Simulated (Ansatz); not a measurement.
## Electronic structure of AlFHOSi (SMILES F[Si][O][AlH]) (doublet) in real space

```xyz
5

Al   -1.7503    1.8635   -0.0638
F     0.0169   -1.4885    0.9183
O    -0.7652    0.4975   -0.4707
Si    0.2076   -0.8247   -0.5588
H    -3.2727    1.8013   -0.5966
```

Geometry: B3LYP/6-31G*.

Level of theory: isolated molecule in a Gaussian basis; Kohn-Sham density functional theory, functional PBE0 (Ansatz 0.2.0).

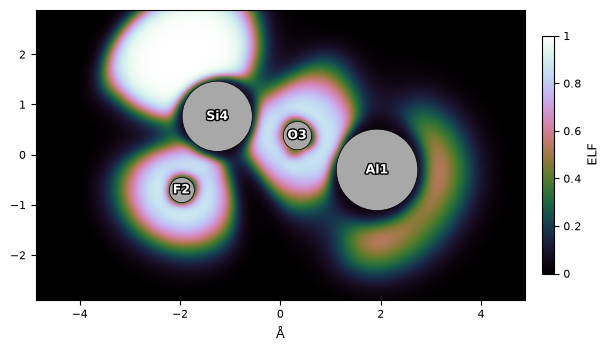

Figure 1. Electron localisation function on the plane of atoms F2, Si4 and O3. Grey discs cover the atomic cores.

**Read the bonding off the picture.**

The plane passes through Al, F, O and Si nuclei. Si–F (1.63 Å): the ELF peaks at about 0.85 in the valence shell of F, 0.6 Å from its nucleus, and is about 0.45 at the midpoint. Si–O (1.64 Å): the ELF peaks at about 0.85 between the atoms, as expected for a polar covalent bond. Al–O (1.73 Å): the ELF peaks at about 0.85 in the valence shell of O, 0.6 Å from its nucleus, and is about 0.45 at the midpoint. The ELF also peaks beside F2, O3 and Si4, away from the bonds: non-bonding electrons, paired or unpaired.

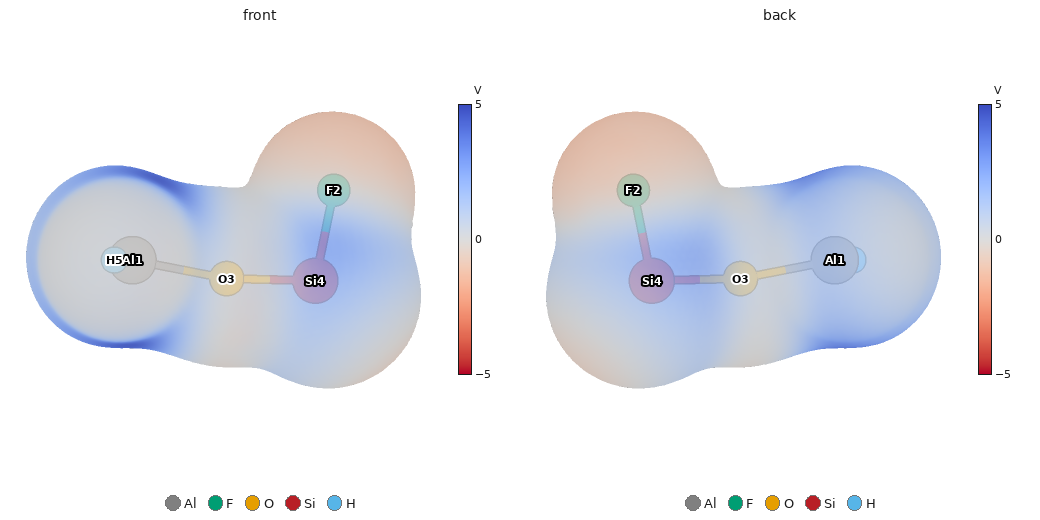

Figure 2. The electrostatic potential painted on the density surface at 0.004 e/bohr³, seen from the front and from behind; the colour scale runs from red (negative) to blue (positive).

**Where is the surface potential most negative and most positive?**

The most negative region (about −1.1 V) lies over F2, the most positive (about +4.4 V) over Al1.

**How polar is the molecule by this calculation?**

Its dipole moment is 1.85 D.

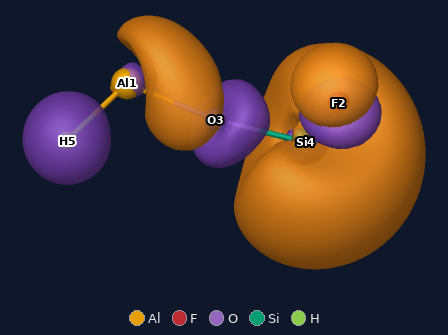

Figure 3. The HOMO−1 (α) at ±0.06 Å⁻³ᐟ² (orange and purple are the two phases), seen from one side.

**Where does this orbital lie, and at what energy?**

By Hirshfeld shares it lies mainly on Si4 (about 75 %), F2 (about 10 %) and O3 (about 10 %). Its energy is −7.56 eV.
